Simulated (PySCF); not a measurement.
**Run report: PH$_{6}$Cl$_{2}$ (charge +1), excited-state calculation**

System: PH$_{6}$Cl$_{2}$, charge +1, SMILES [PH4+].Cl.Cl.
Method: TDDFT CAM-B3LYP/def2-SVPD, vertical, gas phase, core orbitals frozen in the response (PySCF 2.14.0).

The geometry comes from this level: PBE0-D3(BJ)/def2-SVPD.

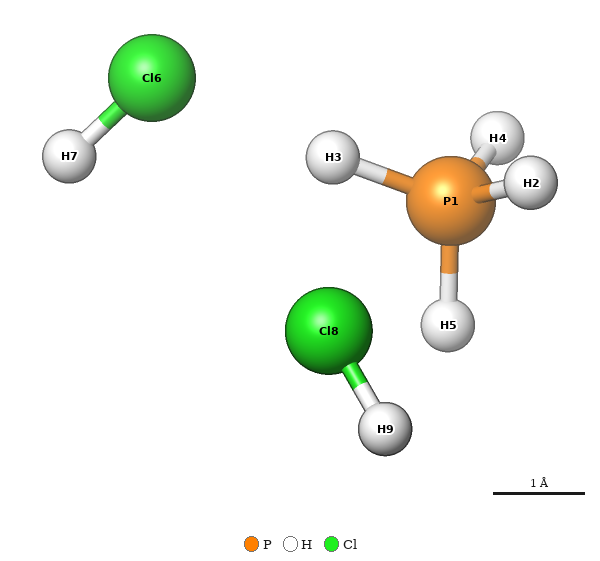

The structure as given in the input (ball-and-stick view, seen at a tilt; atoms are numbered from 1 in the order of the input).

### Results in brief

| quantity | value |
| --- | --- |
| outcome | converged |
| total energy | −1264.718263 hartree |
| HOMO | −14.86 eV |
| LUMO | −4.12 eV |
| mean polarisability | 58.23 a.u. |
| lowest singlet excitation | 7.83 eV |
| hardware | 1 CPU thread, shared host |
| wall time | 11 s |
| peak memory | 0.61 GiB |

### Input
```
{"job": {"kind": "uv", "xc": "CAM-B3LYP", "basis": "def2-SVPD", "nstates": 6, "ntriplets": 2}, "charge": 1, "multiplicity": 1, "parts": [{"atoms": "0-4", "charge": 1, "multiplicity": 1}, {"atoms": "5-6", "charge": 0, "multiplicity": 1}, {"atoms": "7-8", "charge": 0, "multiplicity": 1}]}
P     -0.008715    -0.112716     0.052929
H     -0.675907     1.080317    -0.279547
H      0.550583    -0.031203     1.358493
H     -0.943516    -1.168302    -0.005734
H      0.989616    -0.366568    -0.904923
Cl     1.329100     0.422622     3.505124
H      2.557674     0.019648     3.522138
Cl     2.138268     2.292844     0.420736
H      2.528703     2.780549    -0.711979
```

The first line tells a small driver script what to run in PySCF; the rest is the geometry in Å.

Run as:
```bash
OMP_NUM_THREADS=1 python <driver script> task.json out
```

### What the program printed
```
coarse grid: 8592 points
cycle   1  E = -1264.5424757121  dE =  1.688e-02  |g| = 3.424e-01  |ddm| = 2.604e+00
cycle   2  E = -1264.5761150629  dE = -3.364e-02  |g| = 2.132e-01  |ddm| = 8.833e-01
cycle   3  E = -1264.5889627824  dE = -1.285e-02  |g| = 2.415e-02  |ddm| = 4.036e-01
cycle   4  E = -1264.5891337366  dE = -1.710e-04  |g| = 7.828e-03  |ddm| = 5.520e-02
cycle   5  E = -1264.5891516161  dE = -1.788e-05  |g| = 1.293e-03  |ddm| = 2.152e-02
cycle   6  E = -1264.5891524844  dE = -8.683e-07  |g| = 2.968e-04  |ddm| = 4.110e-03
final grid: 67656 points
cycle   7  E = -1264.7182624329  dE = -4.375e-06  |g| = 1.447e-03  |ddm| = 1.987e-02
cycle   8  E = -1264.7182627094  dE = -2.765e-07  |g| = 9.741e-04  |ddm| = 2.949e-03
cycle   9  E = -1264.7182629323  dE = -2.229e-07  |g| = 5.418e-05  |ddm| = 1.302e-03
cycle  10  E = -1264.7182629333  dE = -9.877e-10  |g| = 2.393e-05  |ddm| = 1.143e-04
converged SCF energy = -1264.7182629333

Static polarisability (au): isotropic 58.228, principal 49.593 60.125 64.967

Singlet excitations
state   eV       nm        f      main configurations
  1   7.8285    158.4   0.01378   H->L 0.33, H->L+5 0.30, H->L+4 0.19
  2   7.9271    156.4   0.04146   H-1->L 0.44, H-1->L+5 0.18, H-1->L+4 0.14
  3   7.9568    155.8   0.01602   H-2->L+4 0.27, H-2->L+3 0.24, H-2->L+2 0.15
  4   8.1041    153.0   0.03345   H-3->L+4 0.26, H-3->L+3 0.26, H-3->L+2 0.19
  5   8.1895    151.4   0.02914   H-1->L+1 0.50, H->L+1 0.24
  6   8.2151    150.9   0.00883   H->L+1 0.29, H->L+2 0.24, H-1->L+1 0.22

Triplet excitations (Tamm-Dancoff, eV): 7.2632 7.3535

== part 1 alone, relaxed ==
coarse grid: 4104 points
cycle   1  E = -343.2814110789  dE =  1.339e-01  |g| = 2.342e-01  |ddm| = 1.794e+00
cycle   2  E = -343.3013964494  dE = -1.999e-02  |g| = 1.089e-01  |ddm| = 6.267e-01
cycle   3  E = -343.3048578049  dE = -3.461e-03  |g| = 1.198e-02  |ddm| = 3.352e-01
cycle   4  E = -343.3049067228  dE = -4.892e-05  |g| = 1.611e-03  |ddm| = 2.726e-02
cycle   5  E = -343.3049081604  dE = -1.438e-06  |g| = 1.326e-04  |ddm| = 6.211e-03
final grid: 33416 points
cycle   6  E = -343.3423985058  dE = -1.032e-06  |g| = 2.075e-04  |ddm| = 9.754e-03
cycle   7  E = -343.3423985218  dE = -1.606e-08  |g| = 3.008e-05  |ddm| = 6.519e-04
cycle   8  E = -343.3423985225  dE = -6.845e-10  |g| = 5.414e-06  |ddm| = 8.321e-05
converged SCF energy = -343.3423985225

Static polarisability (au): isotropic 20.996, principal 20.996 20.996 20.996

Singlet excitations
state   eV       nm        f      main configurations
  1  11.2327    110.4   0.00000   H->L+2 0.42, H-2->L 0.39, H-1->L 0.10
  2  11.2327    110.4   0.00000   H->L+1 0.42, H-1->L 0.39, H-2->L 0.10
  3  11.2328    110.4   0.00000   H-1->L+2 0.49, H-2->L+1 0.49
  4  11.4908    107.9   0.00000   H->L 0.43, H-1->L 0.18, H->L+1 0.14
  5  11.4909    107.9   0.00000   H-2->L+2 0.35, H-1->L+1 0.25, H-2->L+1 0.15
  6  12.1530    102.0   0.02542   H->L+3 0.77

Triplet excitations (Tamm-Dancoff, eV): 9.9680 10.0629

== part 2 alone, relaxed ==
coarse grid: 2248 points
cycle   1  E = -460.6195295494  dE = -7.708e-02  |g| = 1.930e-01  |ddm| = 9.703e-01
cycle   2  E = -460.6273461137  dE = -7.817e-03  |g| = 1.417e-01  |ddm| = 3.458e-01
cycle   3  E = -460.6329400608  dE = -5.594e-03  |g| = 6.146e-03  |ddm| = 1.553e-01
cycle   4  E = -460.6329541315  dE = -1.407e-05  |g| = 1.813e-03  |ddm| = 7.934e-03
cycle   5  E = -460.6329553533  dE = -1.222e-06  |g| = 6.122e-04  |ddm| = 2.356e-03
final grid: 17120 points
cycle   6  E = -460.6786942773  dE = -1.206e-06  |g| = 7.704e-04  |ddm| = 6.047e-03
cycle   7  E = -460.6786943545  dE = -7.721e-08  |g| = 5.410e-04  |ddm| = 1.376e-03
cycle   8  E = -460.6786944275  dE = -7.300e-08  |g| = 1.851e-05  |ddm| = 6.311e-04
cycle   9  E = -460.6786944277  dE = -1.984e-10  |g| = 5.166e-06  |ddm| = 4.097e-05
converged SCF energy = -460.6786944277

Static polarisability (au): isotropic 17.291, principal 16.726 16.726 18.420

Singlet excitations
state   eV       nm        f      main configurations
  1   7.6310    162.5   0.02470   H-1->L 0.91
  2   7.6310    162.5   0.02469   H->L 0.91
  3   9.9602    124.5   0.12814   H-1->L+4 0.58, H->L+4 0.20, H-1->L+1 0.12
  4   9.9602    124.5   0.12813   H->L+4 0.58, H-1->L+4 0.20, H->L+1 0.12
  5  10.2353    121.1   0.01848   H-1->L+1 0.79, H-1->L+4 0.17
  6  10.2353    121.1   0.01848   H->L+1 0.79, H->L+4 0.17

Triplet excitations (Tamm-Dancoff, eV): 7.0368 7.0368
```

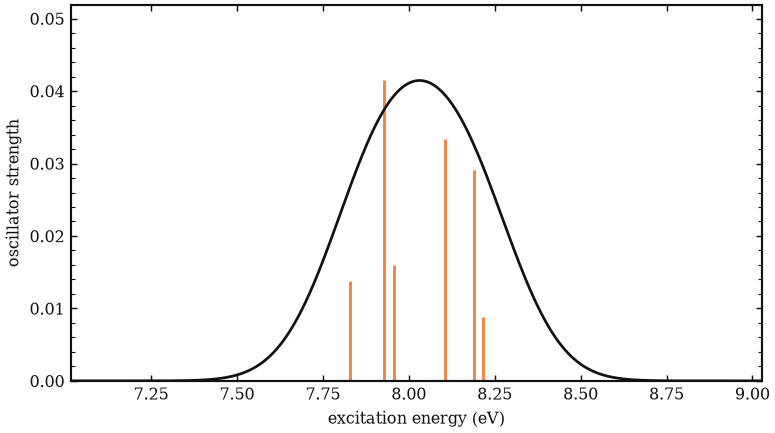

Computed excitations as sticks (degenerate states added up, dark ones marked on the axis), with a Gaussian envelope of 0.35 eV full width at half maximum, scaled to the tallest. Of the 6 states the lowest lies at 7.83 eV (f = 0.014); the strongest line is at 7.93 eV, or 156 nm (f = 0.041).

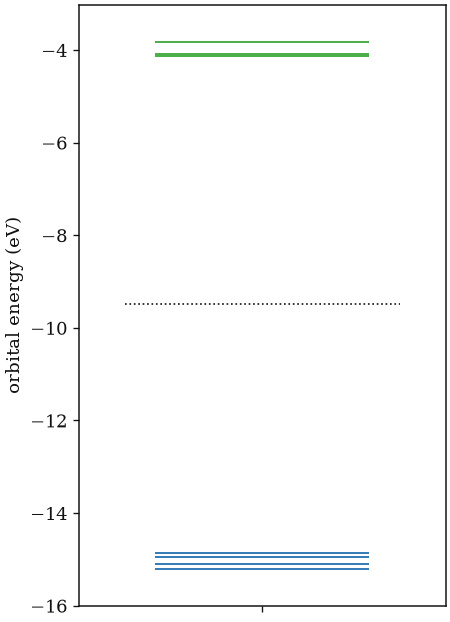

Orbital energies near the frontier; the dotted line parts filled from empty levels, and levels within 0.02 eV of each other stand side by side. Highest filled −14.86 eV, lowest empty −4.12 eV, 10.74 eV apart.
